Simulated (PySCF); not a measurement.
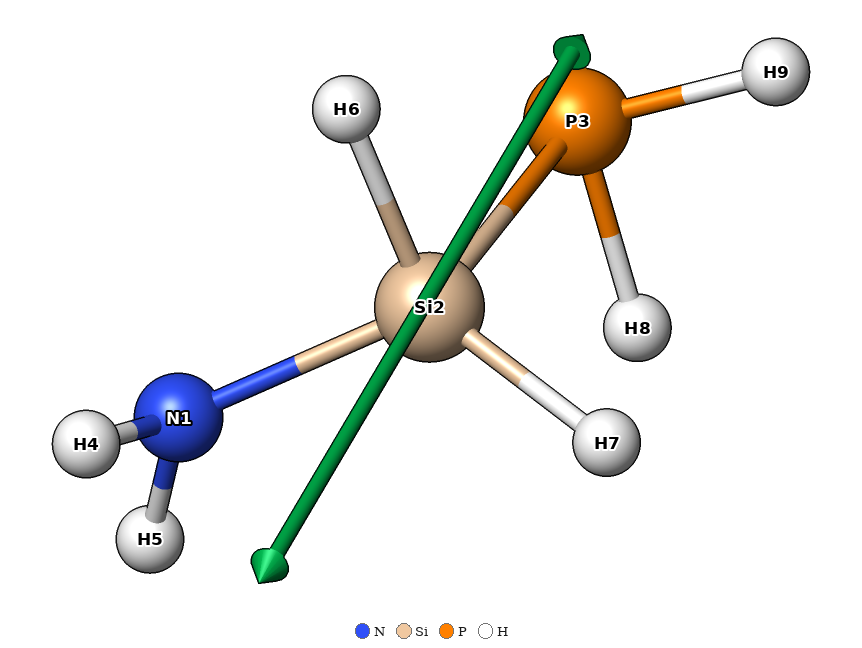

The double arrow shows the direction of the transition dipole to excited singlet state 2 (its length means nothing). Geometry: a frame of a GFN2-xTB molecular-dynamics simulation, not a minimum. Method: TDDFT PBE0/def2-SVPD, vertical, gas phase, core orbitals frozen in the response (PySCF 2.14.0).

### How is the transition polarised?

Nearly parallel to the Si2–P3 bond.

### Where does the transition lie, and how strong is it?

6.17 eV (201 nm), oscillator strength 0.15, of mixed character, with the largest part HOMO → LUMO+1 (weight 0.50); transition dipole 2.54 D.
